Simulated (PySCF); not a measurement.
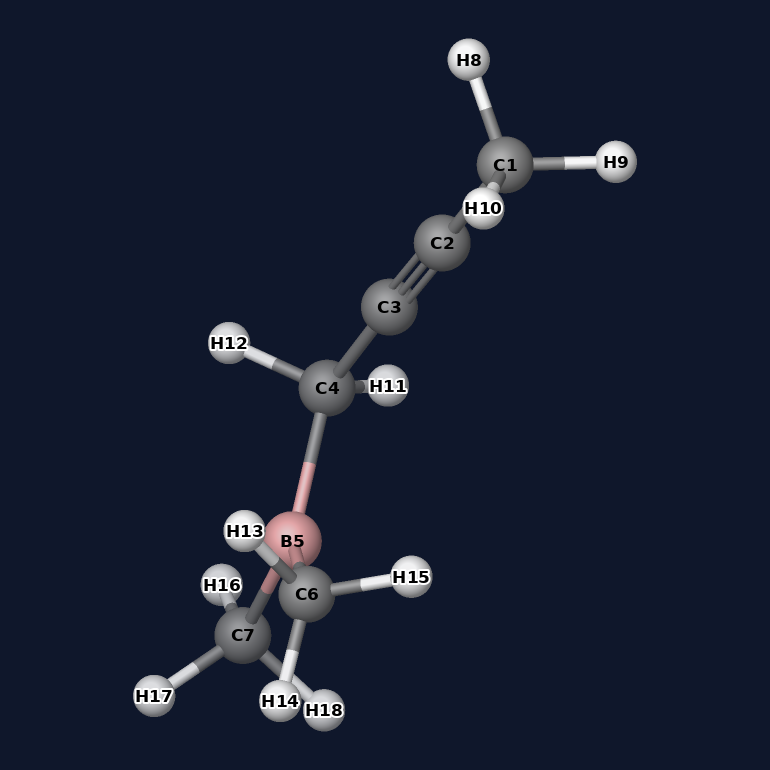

Computed geometry: PBE0-D3(BJ)/def2-SVP optimisation. No frequency run is at hand to confirm it as a minimum. Method: B3LYP/pcJ-1 indirect spin-spin coupling, non-relativistic, gas phase (PySCF 2.14.0). Isotopes: 11B, 13C, 1H.

Give the spin–spin coupling constants of these pairs, with the number of bonds between them: B5/C6, C3/B5, B5/H17, B5/H18, B5/H13, B5/H15, B5/H14.

| pair | bonds apart | J (Hz) |
| --- | --- | --- |
| B5, C6 | 1 | 53.7 |
| C3, B5 | 2 | −3.7 |
| B5, H17 | 2 | −4.1 |
| B5, H18 | 2 | −4.7 |
| B5, H13 | 2 | −4.8 |
| B5, H15 | 2 | −4.9 |
| B5, H14 | 2 | −3.9 |
